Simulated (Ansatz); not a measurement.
## What a change does: single-point calculation on CH6CuN

System: CH6CuN.
Method of run A: RKS PBE-D4/def2-SVP (Ansatz 0.2.0).

Text and figures count atoms from 1; the logs count them from 0 in places.

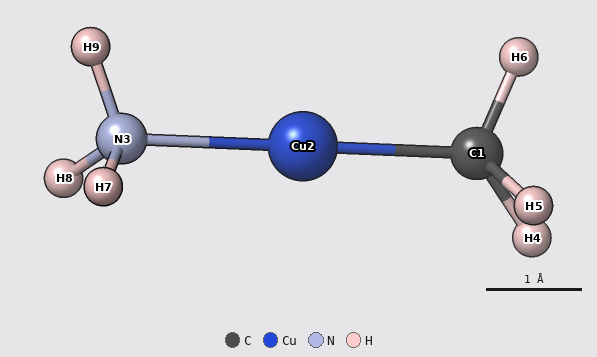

Fig. 1: The structure as given in the input (ball-and-stick view, seen at a tilt; atoms are numbered from 1 in the order of the input). Sticks mark near contacts. Bond lengths as drawn: Cu–N 1.97 Å, C–Cu 1.89 Å, C–H 1.10 to 1.11 Å and H–N 1.03 Å.

### Input, run A
```yaml
crystal:
  periodic: [false, false, false]
  atoms:
    - { symbol: C, position_ang: [-0.89352, 1.332939, -1.047648] }
    - { symbol: Cu, position_ang: [-0.003824, 0.014726, -0.017464] }
    - { symbol: "N", position_ang: [0.923567, -1.358717, 1.055972] }
    - { symbol: H, position_ang: [-1.187087, 1.279357, -2.119772] }
    - { symbol: H, position_ang: [-0.217663, 1.793535, -1.790677] }
    - { symbol: H, position_ang: [-1.290154, 2.153587, -0.409108] }
    - { symbol: H, position_ang: [1.904173, -1.486287, 0.762396] }
    - { symbol: H, position_ang: [0.471156, -2.282768, 0.981882] }
    - { symbol: H, position_ang: [0.944932, -1.120606, 2.059415] }
basis:
  gaussian: { orbitals: def2-SVP }
hamiltonian:
  xc: pbe
  dispersion: d4
output:
  forces: true
```

Command:
```bash
ansatz run input.yaml --threads 1 --pin off --max-ram 2560MiB --backend cpu --events-out ev --progress --plain --runs-dir out
```

Hardware: 1 thread of Intel Xeon @ 2.50GHz (Skylake/Cascade Lake), 189 GiB of memory available, shared host.

### Output (run A)
```
Engine: ansatz 0.2.0, x86_64-unknown-linux-gnu
Functional definition: PBE
  parameter kappa = 0.804
  parameter beta = 0.06672455060314922
  exchange = pbe_x(kappa = kappa, mu = beta*pi^2/3)
  correlation = pbe_c(beta = beta)
1062 factors; their error is unknown
mean field evaluation 1: about -47230.7048 eV, gradient 8.3e1 eV
mean field evaluation 2: about -46822.3364 eV, gradient 5.2e2 eV
mean field evaluation 4: about -47240.1354 eV, gradient 6.8e1 eV
mean field evaluation 8: about -47246.2194 eV, gradient 1.0e-1 eV
mean field evaluation 16: about -47246.1692 eV, gradient 2.3e-3 eV
mean field -47246.16915131 eV, -1736.2646917071 hartree, gradient 5.8e-5 eV, S^2 0.000000; 0 other end points of the search recorded, 0 dependent functions left out
the calculation of the forces begins
reference -47246.16920946 eV, -1736.2646938439 hartree; 24, 24 occupied and 65, 65 virtual orbitals, 1062 factors
Total energy: -47246.28460728 eV, -1736.2689346357 hartree
Atom 0 at    -0.893520     1.332939    -1.047648 Å, force     0.865643    -0.003382    -0.345502 eV/Å
Atom 1 at    -0.003824     0.014726    -0.017464 Å, force    -0.196481    -0.133525    -0.408214 eV/Å
Atom 2 at     0.923567    -1.358717     1.055972 Å, force    -0.020144     0.091308     0.008140 eV/Å
Atom 3 at    -1.187087     1.279357    -2.119772 Å, force    -3.158077    -1.461365     0.202929 eV/Å
Atom 4 at    -0.217663     1.793535    -1.790677 Å, force     2.918459     1.506105     1.238295 eV/Å
Atom 5 at    -1.290154     2.153587    -0.409108 Å, force    -0.403053    -0.013845    -0.697328 eV/Å
Atom 6 at     1.904173    -1.486287     0.762396 Å, force    -0.008228     0.005656     0.000493 eV/Å
Atom 7 at     0.471156    -2.282768     0.981882 Å, force    -0.006139     0.021876    -0.007763 eV/Å
Atom 8 at     0.944932    -1.120606     2.059415 Å, force     0.008020    -0.012828     0.008950 eV/Å
Dipole moment:     0.706206    -0.874154     0.710743 e Å
```

The input of run B differs as follows (lines with − go, lines with + come):
```diff
-    - { symbol: H, position_ang: [-1.187087, 1.279357, -2.119772] }
+    - { symbol: H, position_ang: [-1.754662, 0.904263, -1.607268] }
```

What does this change do to the results?

On the same kind of shared host run B took about 130 times as long.

### Output (run B)
```
Engine: ansatz 0.2.0, x86_64-unknown-linux-gnu
Functional definition: PBE
  parameter kappa = 0.804
  parameter beta = 0.06672455060314922
  exchange = pbe_x(kappa = kappa, mu = beta*pi^2/3)
  correlation = pbe_c(beta = beta)
1062 factors; their error is unknown
mean field evaluation 1: about -47232.3564 eV, gradient 8.2e1 eV
mean field evaluation 2: about -46882.5274 eV, gradient 4.8e2 eV
mean field evaluation 4: about -47241.8221 eV, gradient 6.7e1 eV
mean field evaluation 8: about -47247.6463 eV, gradient 7.4e-2 eV
mean field evaluation 16: about -47247.5981 eV, gradient 2.4e-5 eV
mean field -47247.59807659 eV, -1736.3172037423 hartree, gradient 2.4e-5 eV, S^2 0.000000; 0 other end points of the search recorded, 0 dependent functions left out
the calculation of the forces begins
reference -47247.59813602 eV, -1736.3172059265 hartree; 24, 24 occupied and 65, 65 virtual orbitals, 1062 factors
Total energy: -47247.71363923 eV, -1736.3214505912 hartree
Atom 0 at    -0.893520     1.332939    -1.047648 Å, force    -0.146545    -0.093237     0.151982 eV/Å
Atom 1 at    -0.003824     0.014726    -0.017464 Å, force    -0.001173    -0.002582     0.002714 eV/Å
Atom 2 at     0.923567    -1.358717     1.055972 Å, force    -0.000806     0.002352    -0.001780 eV/Å
Atom 3 at    -1.754662     0.904263    -1.607268 Å, force    -0.005087    -0.003355     0.007697 eV/Å
Atom 4 at    -0.217663     1.793535    -1.790677 Å, force     0.157344     0.103110    -0.165776 eV/Å
Atom 5 at    -1.290154     2.153587    -0.409108 Å, force    -0.004637    -0.004181     0.003661 eV/Å
Atom 6 at     1.904173    -1.486287     0.762396 Å, force     0.001320    -0.000559     0.000031 eV/Å
Atom 7 at     0.471156    -2.282768     0.981882 Å, force    -0.000563    -0.001507     0.000155 eV/Å
Atom 8 at     0.944932    -1.120606     2.059415 Å, force     0.000149    -0.000041     0.001317 eV/Å
Dipole moment:     0.621015    -0.917925     0.716959 e Å
```

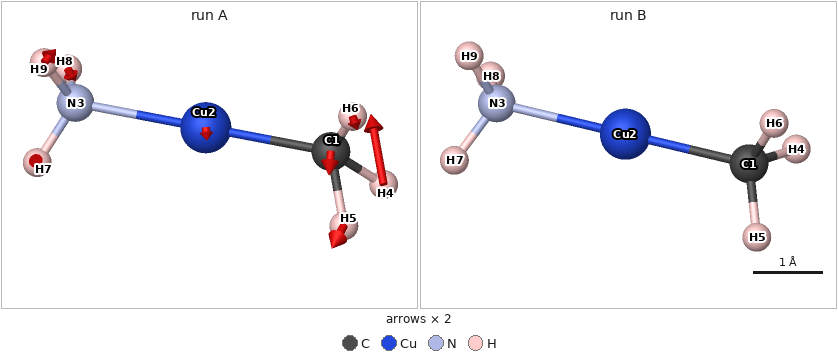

Fig. 2: The two input geometries at one scale (ball-and-stick view, seen at a tilt). The red arrows on the first give the shifts of the atoms after the best rigid fit, magnified 2 times. H4 moves most after the best rigid fit: 0.55 Å. Largest moves by element: H 0.55 Å, C 0.18 Å, Cu 0.10 Å, N 0.03 Å.

### The two runs side by side

```csv
quantity,run A,run B
outcome,converged,converged
total energy (hartree),−1736.268935,–
largest force (eV/Å),3.510,–
basis functions,89,–
wall time (shared host),7.3 s,16 min
```
